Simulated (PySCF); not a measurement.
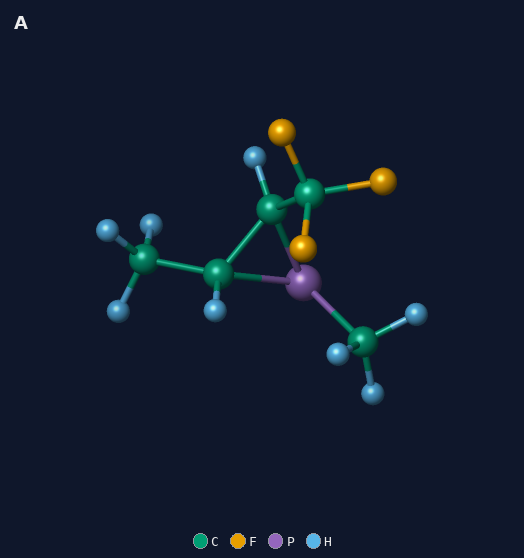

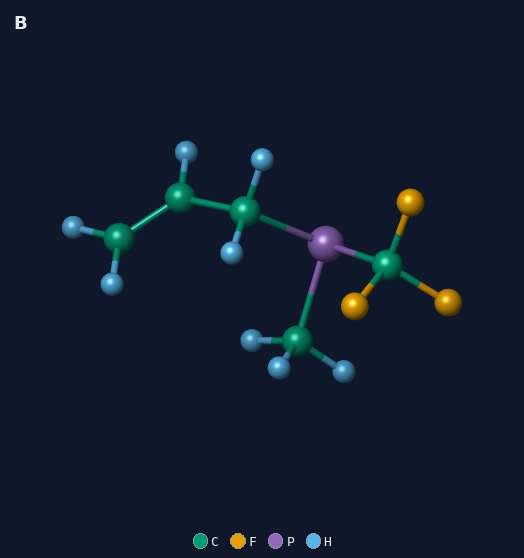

2 stationary structures of one formula. Geometries: GFN2-xTB. Electronic energies: PBE0/pcSseg-1 (PySCF 2.14.0), without zero-point energy. No frequency run is at hand to confirm each as a minimum. Each is one conformer, not always the lowest.

Are they conformers, stereoisomers or constitutional isomers?

Answer. They are constitutional isomers of C5H8F3P: A `C[C@@H]1[C@@H](C(F)(F)F)P1C`, B `C=CCP(C)C(F)(F)F`.

Which is lowest in energy, and by how much?

Answer. A is lowest; B lies 0.495 eV above it.

The geometry is semi-empirical. Around P such bond lengths and angles can be off by a tenth of an ångström or more and by several degrees, and values that hang on the shape move with them.
